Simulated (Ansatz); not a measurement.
```yaml
atoms:
  - { symbol: V, position_ang: [0.0013, 0.0003, 0.3409] }
  - { symbol: O, position_ang: [0.0095, 0.0010, 1.8837] }
  - { symbol: N, position_ang: [2.1146, -0.0053, -0.1092] }
  - { symbol: H, position_ang: [2.6098, 0.5782, 0.5900] }
  - { symbol: H, position_ang: [2.4126, 0.3610, -1.0311] }
  - { symbol: H, position_ang: [2.5781, -0.9275, -0.0310] }
  - { symbol: N, position_ang: [0.0027, 2.1135, -0.1077] }
  - { symbol: H, position_ang: [-0.3838, 2.4116, -1.0213] }
  - { symbol: H, position_ang: [0.9267, 2.5765, -0.0510] }
  - { symbol: H, position_ang: [-0.5648, 2.6092, 0.6043] }
  - { symbol: N, position_ang: [-2.1161, 0.0055, -0.0903] }
  - { symbol: H, position_ang: [-2.5785, 0.9294, -0.0268] }
  - { symbol: H, position_ang: [-2.6045, -0.5639, 0.6252] }
  - { symbol: H, position_ang: [-2.4233, -0.3785, -1.0019] }
  - { symbol: N, position_ang: [-0.0038, -2.1134, -0.1081] }
  - { symbol: H, position_ang: [-0.9312, -2.5726, -0.0874] }
  - { symbol: H, position_ang: [0.5339, -2.6093, 0.6267] }
  - { symbol: H, position_ang: [0.4169, -2.4156, -1.0051] }
```

Geometry: PBE-D4/def2-SVP.

All numbers below come from UKS PBE0-D4/def2-TZVP (Ansatz 0.2.0).

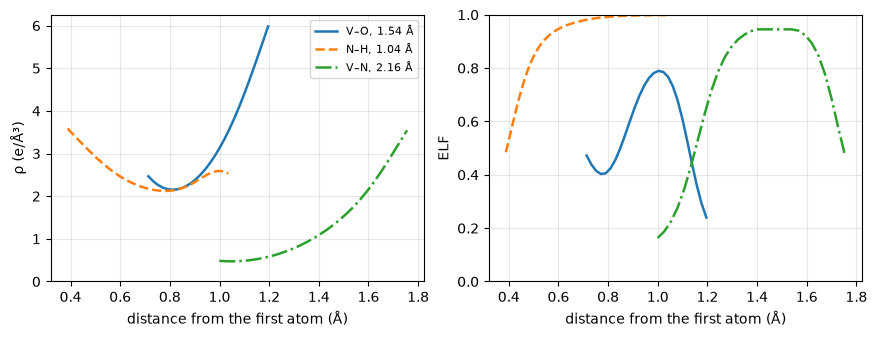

H₁₂N₄OV (charge +2, doublet). Total electron density and ELF along straight lines between neighbouring atoms. The curves leave out the atomic cores.

Q: What can be read from the curves?

A: V–O (1.54 Å): ρ is about 2.2 e/Å³ halfway; the ELF peaks at about 0.80 in the valence shell of O, 0.5 Å from its nucleus, and is about 0.40 at the midpoint.
N–H (1.04 Å): ρ at the midpoint is about 2.8 e/Å³; the ELF climbs to about 1 towards the hydrogen, as it does in any bond to H (an ordinary covalent bond to hydrogen).
V–N (2.16 Å): ρ is about 0.48 e/Å³ halfway; the ELF peaks at about 0.95 in the valence shell of N, 0.8 Å from its nucleus, and is about 0.30 at the midpoint.
